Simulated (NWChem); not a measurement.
# P2H4 (diphosphine) at 4 levels

Aim: a comparison of 4 runs (HF/STO-3G, HF/3-21G, B3LYP/6-31G*) of P2H4 (diphosphine). 

The results are computed with NWChem 7.3.0.

44 further runs of the same task are left out: 44 set aside as unsound or not needed.

## (1) The molecule

P2H4: 6 atoms, total charge 0, spin state singlet. SMILES: `PP`. One bond was lengthened or shortened from a relaxed shape.

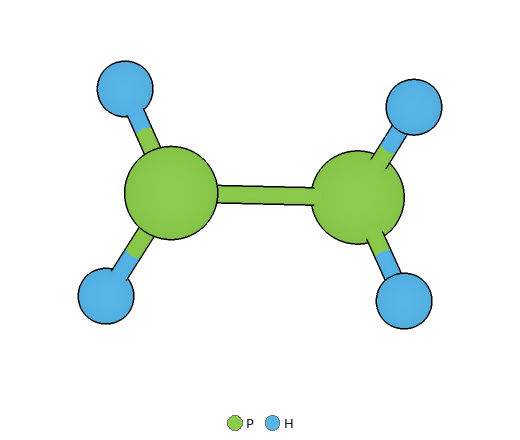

The structure, seen from a chosen angle (phosphorus green, hydrogen blue).

## (2) A single-point energy at HF/STO-3G (run 1)

Contents of run.py:

```python
from ase import Atoms
from ase.calculators.nwchem import NWChem

molecule = Atoms(['P', 'P', 'H', 'H', 'H', 'H'], positions=[
    [0.505674, -0.997187, 0.069583],
    [-0.224626, 1.100713, 0.229983],
    [-0.356426, -1.469987, 1.096883],
    [-0.572100, -1.392900, -1.094900],
    [0.643374, 1.576213, -0.791017],
    [0.706974, 1.441213, 1.248883],
])

calc = NWChem(
    label='test',
    theory='scf',
    memory='2200 mb',
    basis='STO-3G',
    basispar='spherical bse',
    scf={'nopen': '0', 'rhf': None, 'thresh': '1e-08', 'maxiter': '80'},
    task='energy',
)
molecule.calc = calc

e = molecule.get_potential_energy()
print(f"E = {e:.6f} eV")
print("dipole (e A):", molecule.get_dipole_moment().round(4))
```

Launch:

```console
$ export ASE_NWCHEM_COMMAND="nwchem PREFIX.nwi > PREFIX.nwo"
$ python run.py
```

The log of the run:

```text
E = -18397.851662 eV
dipole (e A): [0.0307 0.0159 0.0408]
```

The calculator wrote test.nwi:

```
title "test"

permanent_dir test

scratch_dir test

start test

geometry units angstrom nocenter noautosym noautoz
  P  5.0567399999999996e-01 -9.9718700000000005e-01 6.9583000000000006e-02
  P  -2.2462599999999999e-01 1.1007130000000001e+00 2.2998299999999999e-01
  H  -3.5642600000000002e-01 -1.4699869999999999e+00 1.0968830000000001e+00
  H  -5.7210000000000005e-01 -1.3929000000000000e+00 -1.0949000000000000e+00
  H  6.4337400000000000e-01 1.5762130000000001e+00 -7.9101699999999997e-01
  H  7.0697399999999999e-01 1.4412130000000001e+00 1.2488830000000000e+00
end

memory 2200 mb

basis spherical bse noprint
   * library STO-3G
end

scf
  nopen 0
  rhf
  thresh 1e-08
  maxiter 80
end

task scf energy
```

test.nwo:

```text
Northwest Computational Chemistry Package (NWChem) 7.3.0
             --------------------------------------------------------

           Job information
           ---------------

    nwchem branch   = 7.3.0
    use scalapack   = T
    input           = test.nwi
    prefix          = test.
    data base       = test/test.db
    status          = startup
    nproc           =        1

           Memory information
           ------------------

    heap     =     72089600 doubles =      550.0 Mbytes
    stack    =     72089597 doubles =      550.0 Mbytes
    global   =    144179200 doubles =     1100.0 Mbytes (distinct from heap & stack)
    total    =    288358397 doubles =     2200.0 Mbytes
    verify   = yes
    hardfail = no

[... 125 lines left out ...]
 Convergence threshold     :          1.000E-08
[... 11 lines left out ...]
       Final RHF  results
[... 3 lines left out ...]
      One-electron energy =  -1115.585795844960
[... 1 line left out ...]
 Nuclear repulsion energy =     87.728831775181
[... 30 lines left out ...]
                       ROHF Final Molecular Orbital Analysis
[... 136 lines left out ...]
  Mulliken analysis of the total density
  --------------------------------------

    Atom       Charge   Shell Charges
 -----------   ------   -------------------------------------------------------
    1 P   15    14.75   2.00  1.99  5.93  1.77  3.06
    2 P   15    14.76   2.00  1.99  5.93  1.75  3.09
    3 H    1     1.12   1.12
    4 H    1     1.13   1.13
    5 H    1     1.12   1.12
    6 H    1     1.12   1.12

       Multipole analysis of the density wrt the origin
       ------------------------------------------------

     L   x y z        total         open         nuclear
     -   - - -        -----         ----         -------
     0   0 0 0     -0.000000      0.000000     34.000000

     1   1 0 0      0.058023      0.000000      8.763684
[... 8 lines of this table left out ...]
     2   0 0 2    -18.764971      0.000000     19.474387

 Task  times  cpu:        0.4s     wall:        0.4s
 Total times  cpu:        0.4s     wall:        0.4s
```

Run time: 1.6 s. Hardware: 1 thread of Intel Xeon Platinum 8488C (Sapphire Rapids), shared host; peak memory 0.098 GiB.

## (3) A single-point energy at HF/3-21G (run 2)

Contents of sp.nw:

```
start sp
memory total 2200 mb

geometry units angstroms noautosym nocenter noautoz
  P        0.505674      -0.997187       0.069583
  P       -0.224626       1.100713       0.229983
  H       -0.356426      -1.469987       1.096883
  H       -0.572100      -1.392900      -1.094900
  H        0.643374       1.576213      -0.791017
  H        0.706974       1.441213       1.248883
end

basis spherical bse
  * library 3-21G
end

scf
  thresh 1e-08
  maxiter 80
  print medium
end

task scf energy
```

Launch:

```console
$ nwchem sp.nw > sp.out
```

The log of the run:

```text
[...]
  functions       =    34
[...]
  wavefunction    = RHF
[...]
         Total SCF energy =   -680.257998380454
      One-electron energy =  -1116.008183930839
      Two-electron energy =    348.021353775204
 Nuclear repulsion energy =     87.728831775181
        Time for solution =      0.5s
[...]
```

It took 1.2 s on 1 thread of Intel Xeon Platinum 8488C (Sapphire Rapids), shared host; peak memory 0.098 GiB.

Run 3 isn't shown in full; the table further down has it.

## (4) The energy at B3LYP/6-31G(d) (Cartesian functions) (run 4)

Contents of mymol.nw:

```
start mymol
memory stack 880 mb heap 220 mb global 1100 mb
geometry noautosym nocenter noautoz
P      0.505674    -0.997187     0.069583
P     -0.224626     1.100713     0.229983
H     -0.356426    -1.469987     1.096883
H     -0.572100    -1.392900    -1.094900
H      0.643374     1.576213    -0.791017
H      0.706974     1.441213     1.248883
end
basis cartesian
* library 6-31G*
end
dft
xc b3lyp
grid xfine
convergence energy 1e-08
maxiter 100
mulliken
end
task dft energy
```

Launch:

```console
$ nwchem mymol.nw > mymol.out
```

The log of the run:

```text
[...]
          Wavefunction type:  closed shell.
          No. of atoms     :     6
          No. of electrons :    34
[...]
          Charge           :     0
          Spin multiplicity:     1
[...]
          AO basis - number of functions:    46
[...]
              XC Information
              --------------
                         B3LYP Method XC Potential
                     Hartree-Fock (Exact) Exchange  0.200
                        Slater Exchange Functional  0.800 local
                    Becke 1988 Exchange Functional  0.720 non-local
              Lee-Yang-Parr Correlation Functional  0.810
                  VWN I RPA Correlation Functional  0.190 local
[...]
 d= 0,ls=0.0,diis     1   -685.0564847192 -7.73D+02  1.32D-02  2.79D-01     1.5
[...]
 d= 0,ls=0.0,diis     8   -685.0826473035 -5.66D-10  3.57D-06  1.25D-08     9.5
         Total DFT energy =     -685.082647303546
      One electron energy =    -1120.844350842451
           Coulomb energy =      395.957354692816
    Exchange-Corr. energy =      -47.924482929092
 Nuclear repulsion energy =       87.728831775181
[...]
      Total Density - Mulliken Population Analysis
     ---------------------------------------------
    Atom       Charge   Shell Charges
 -----------   ------   -------------------------------------------------------
    1 P   15    15.04   2.00  1.99  5.97  1.31  2.30  0.58  0.85  0.05
    2 P   15    15.06   2.00  1.99  5.97  1.29  2.37  0.55  0.82  0.07
    3 H    1     0.97   0.51  0.46
    4 H    1     0.99   0.45  0.54
    5 H    1     0.97   0.51  0.46
    6 H    1     0.97   0.51  0.46
[...]
```

Wall time 10 s (1 thread of Intel Xeon Platinum 8488C (Sapphire Rapids), shared host); peak memory 0.12 GiB.

## (5) All runs side by side

```tsv
run	level	iteration cap	module	energy (Eh)	dipole moment (D)	HOMO energy (eV)	LUMO energy (eV)	wall time
1	HF/STO-3G	80	scf	-676.108584	0.26	-6.53	9.55	1.6 s
2	HF/3-21G	80	scf	-680.257998	0.28	-9.41	3.16	1.2 s
3	B3LYP/6-31G* (spherical functions)	100	dft	-685.077728	–	–	–	10 s
4	B3LYP/6-31G* (Cartesian functions)	100	dft	-685.082647	0.32	-6.65	-0.28	10 s
```

## (6) Summary of results

| quantity | value |
| --- | --- |
| run 4: total energy | -685.08265 Eh |
| run 4: dipole moment | 0.32 D |
| run 4: HOMO energy | -6.65 eV |
| run 4: LUMO energy | -0.28 eV |
| run 4: HOMO–LUMO gap | 6.38 eV |

Over runs 1, 2, 4 the dipole moment (its size) runs from 0.26 D (HF/STO-3G) to 0.32 D (B3LYP/6-31G*). The two ends differ in method and basis. Over runs 1, 2, 4 the HOMO–LUMO gap runs from 6.38 eV (B3LYP/6-31G*) to 16.07 eV (HF/STO-3G). In run 1 the basis is minimal, so the values are rough. All runs together took 23 s, the longest 10 s.
